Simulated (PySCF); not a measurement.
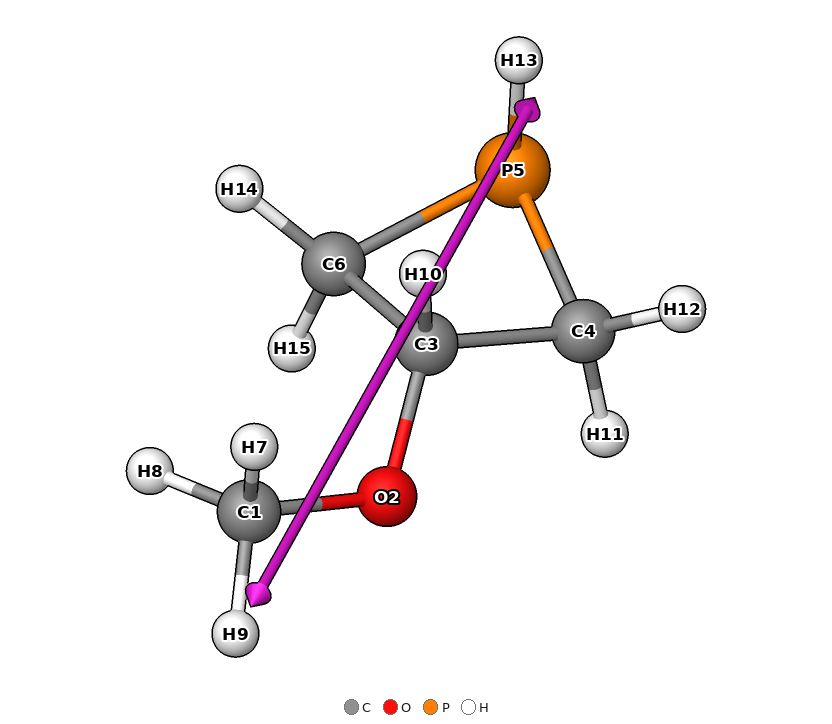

The double arrow shows the direction of the transition dipole to excited singlet state 3 (its length means nothing). The computed structure is the end point of a GFN2-xTB optimisation. No frequency run is at hand to confirm it as a minimum. Level of theory: TDDFT ωB97X-D/def2-SVPD, vertical, gas phase, core orbitals frozen in the response (PySCF 2.14.0).

### How is the transition polarised?

Close to the long direction C1···P5.

### Where does the transition lie, and how strong is it?

7.26 eV (171 nm), oscillator strength 0.098, of mixed character, with the largest part HOMO → LUMO+3 (weight 0.35); transition dipole 1.89 D.

The geometry is semi-empirical. Around P such bond lengths and angles can be off by a tenth of an ångström or more and by several degrees, and values that hang on the shape move with them.
